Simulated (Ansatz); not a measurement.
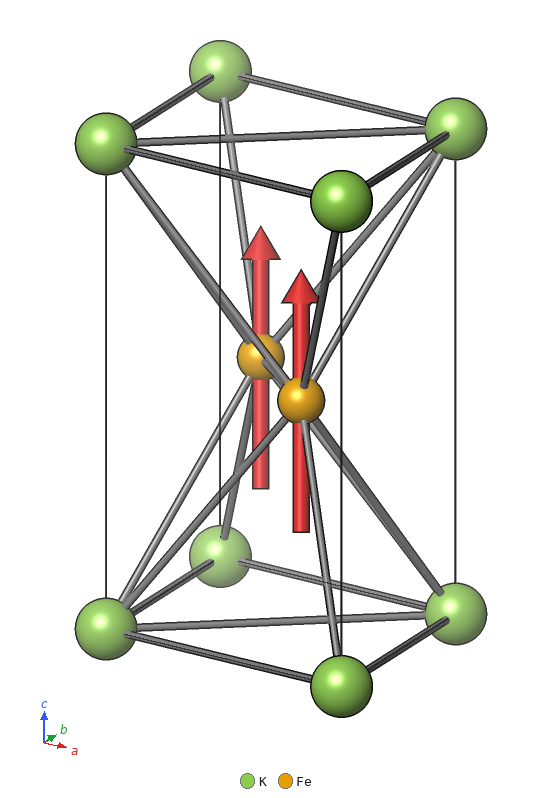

An orthographic ball-and-stick view of the structure, slightly off an axis. The simulation cell is outlined; an atom on or near a face, edge or corner is repeated at each equivalent position. Arrows are the site magnetic moments above 0.25 μB; longer means larger, and red and blue are up and down (without spin-orbit coupling the axis itself is arbitrary).

This is the state reached for KFe₂. All computed values are from Ansatz 0.2.0, DFT PBE, scalar-relativistic, plane waves, PAW. Settings: E_cut = 420 eV, the zone sampled with 12×12×8 points, Gaussian smearing of 0.1 eV, collinear spins.

### What order do the moments form, and how large are they?

Ferromagnetic (within this cell). Site moments: 2 Fe +2.3 μB. The net spin moment of the whole cell is 5.0 μB, including what lies between the atoms and on sites without an arrow.

Provenance: a textbook structure type filled with these elements (whether it is the usual form wasn't checked). It was relaxed with Ansatz 0.2.0, DFT PBE, scalar-relativistic, plane waves, PAW.
